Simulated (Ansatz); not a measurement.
# Swapping H for CH3 on Sn: the atomisation energy

On one Sn centre, n of the H ligands are replaced by CH3. The atomisation energy (no zero-point term) y in kJ/mol at CCSD(T)/def2-TZVPP. Shapes, held fixed at every level: PBE0-D4/def2-TZVP. Programs: Ansatz 0.2.0.

| molecule | n | y (kJ/mol) |
| --- | --- | --- |
| SnH4 | 0 | 1088 |
| SnH3(CH3) | 1 | ? |
| SnH2(CH3)2 | 2 | 3552 |
| SnH(CH3)3 | 3 | 4785 |
| Sn(CH3)4 | 4 | 6020 |

Q: Fit y = c + s·n to the known rows and predict SnH3(CH3).

A: 
1. Means of the 4 rows: n = 2.25000, y = 3861.2.
2. Σ(Δn)² = 8.75, Σ(Δn·Δy) = 10788, so the slope is 10788/8.75 = 1232.9.
3. Intercept: 3861.2 − (1232.9) × 2.25000 = 1087.2. The largest residual of the fit is 1.2.
4. SnH3(CH3): 1087.2 + (1232.9) × 1 = 2320 kJ/mol.

The run gave 2319 kJ/mol, so the prediction is off by +1 kJ/mol, within the scatter of the fit. The steps are nearly additive. The slope is the difference between a Sn–CH3 and a Sn–H bond with the ligands’ own bonds. Other levels give for SnH3(CH3): BHLYP-D4/def2-TZVPP 2314; wB97X-V/def2-TZVPP 2364; MP2/def2-TZVPP 2276 kJ/mol. For atoms past krypton def2 sets carry core potentials with scalar relativity. Correlated rows may include outer-core shells of Sn, which these sets cover unevenly.

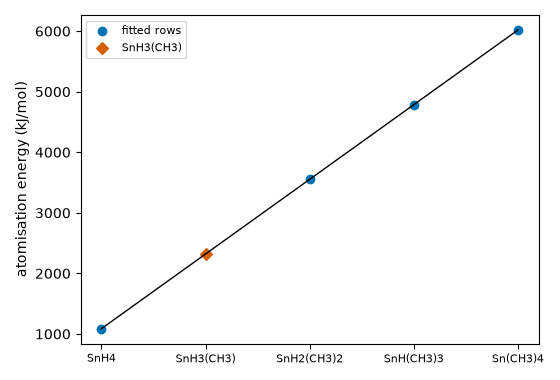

The fitted line, with the withheld member.
